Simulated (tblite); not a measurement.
## Run report: C₂H₉ClFSi₃, frequency calculation

System: C₂H₉ClFSi₃, multiplicity 2.
Method: GFN2-xTB harmonic vibrations, gas phase (tblite 0.8.0).

It belongs to a series of runs on one base structure; here: H removed from sp3 C.

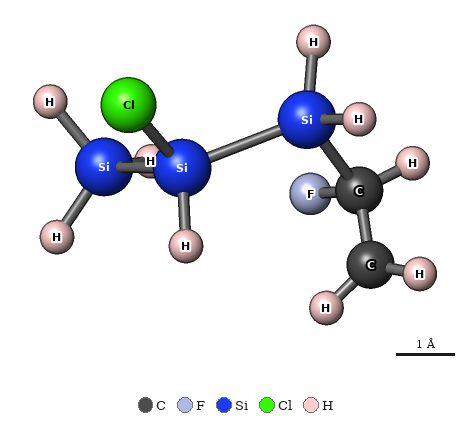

*The structure as given in the input (ball-and-stick view, seen at a tilt).*

Bond lengths as drawn: Cl–Si 2.06 Å, C–C 1.44 Å, C–F 1.39 Å, C–H 1.07 to 1.09 Å, C–Si 1.98 Å, H–Si 1.46 to 1.48 Å and Si–Si 2.33 to 2.34 Å.

The input
```
{"job": {"kind": "ir", "xc": "GFN2-xTB", "basis": "xTB"}, "charge": 0, "multiplicity": 2}
C     -2.315322    -0.067353    -0.740610
C     -1.661303    -0.978671     0.156370
F     -0.617439    -1.673490    -0.452451
Si    -0.811215     0.019050     1.643551
Si     0.974220     1.108132     0.627423
Si     2.706364    -0.160995    -0.298469
Cl     1.759152     2.352917     2.072001
H     -3.305812     0.270734    -0.517937
H     -1.774176     0.376011    -1.551834
H     -2.326551    -1.731928     0.583317
H     -1.936157     0.757906     2.233885
H     -0.436617    -0.988747     2.648974
H      0.428573     2.066545    -0.354176
H      2.254721    -1.522415    -0.570110
H      3.862387    -0.234047     0.601608
H      3.191574     0.415296    -1.557986
```

The first line tells a small driver script what to run in tblite; the rest is the geometry in Å.

Hardware: 1 CPU thread, shared host.

Run as:
```bash
OMP_NUM_THREADS=1 python <driver script> task.json out
```

Log
```
mode    cm-1     km/mol
  1     -38.4      0.02
  2      21.0      1.76
  3      57.4      0.53
  4      71.9      2.48
  5     102.1      5.38
  6     109.6      3.36
  7     136.0      7.25
  8     171.1      1.53
  9     262.4      5.63
 10     332.5     11.12
 11     344.6      7.38
 12     374.6     17.38
 13     414.4     57.19
 14     434.5     91.72
 15     444.2     34.80
 16     446.6      7.22
 17     473.9     26.47
 18     491.9      7.45
 19     546.7     25.92
 20     580.1    480.10
 21     586.8     34.08
 22     634.8    297.82
 23     674.0     84.10
 24     773.5    564.15
 25     788.9    104.13
 26     804.2    249.32
 27     807.0     71.98
 28     853.6     34.76
 29     988.8     29.49
 30    1087.3     37.29
 31    1182.4      3.27
 32    1277.0      6.45
 33    1389.8      5.32
 34    2103.3    133.09
 35    2173.3    301.06
 36    2206.0    145.56
 37    2222.3    297.97
 38    2231.6    218.09
 39    2295.6    236.74
 40    2924.1     29.24
 41    3152.0      4.73
 42    3202.0     20.80
```

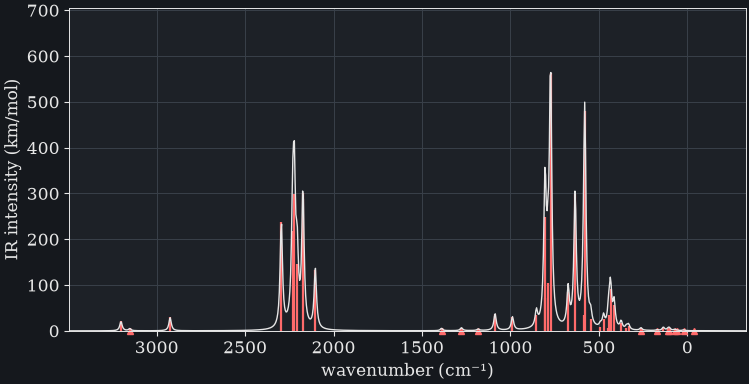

*Harmonic infrared spectrum, unscaled: sticks (degenerate modes added up, dark ones marked on the axis) with a Lorentzian envelope of 16 cm⁻¹ full width, scaled to the tallest stick; imaginary modes are drawn at negative wavenumbers.*

42 modes from 38i to 3202 cm⁻¹, 1 imaginary beyond 8i (38i cm⁻¹): not a clean minimum; so soft a mode can be a shallow saddle, an incomplete relaxation or noise of the force constants. The strongest line is at 774 cm⁻¹ (564 km/mol).

Key numbers

| quantity | value |
| --- | --- |
| outcome | converged |
| total energy | −633.5889 eV |
| zero-point energy | 57.4310 kcal/mol |
| wall time | 0.83 s |
| peak memory | 0.18 GiB |
